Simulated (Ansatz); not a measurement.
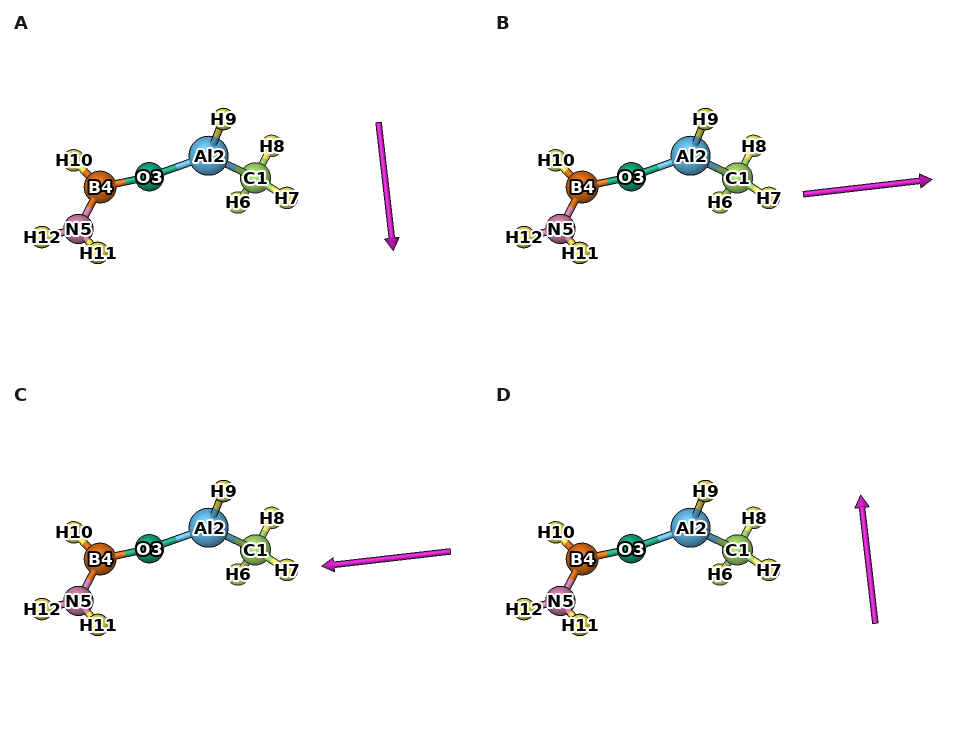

The same molecule four times, each with an arrow. The geometry was computed by an optimisation with PBE0-D4/def2-TZVP. No frequency run is at hand to confirm it as a minimum. Properties computed with RKS B3LYP-D4/def2-TZVPP (Ansatz 0.2.0).

> Which arrow points along the dipole moment, from the negative to the positive end?

A. The dipole moment is 1.26 D; it points from the side of H9 to the side of H11 (the outermost atoms at the two ends).
